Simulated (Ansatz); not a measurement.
## Pressure series in Ta2N

The parent structure is Ta$_{2}$N in the anti-CdI2 type structure (space group P-3m1, No. 164; a = 3.067 Å, c = 4.884 Å).

Cell and atoms are relaxed at each pressure.

Method: Ansatz (a first-principles code) r2SCAN+rVV10, no SOC.

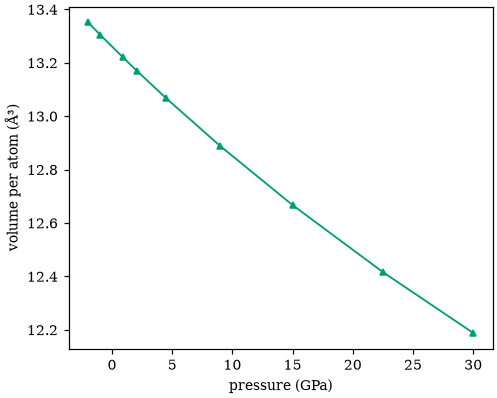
Figure. Volume against pressure

Q: Estimate the zero-pressure bulk modulus from the plot.

A: About 300 GPa; a third-order Birch–Murnaghan fit to the points gives V₀ = 13.26 Å³/atom, B₀ = 297 GPa and B₀′ = 4.3.

Load acts through the strain it causes; cell and atoms are relaxed under it. Whether these cells are dynamically stable was not tested. No other phases were tried under pressure. The final runs are not spin-polarised. An odd electron count without spin: Ta2N.
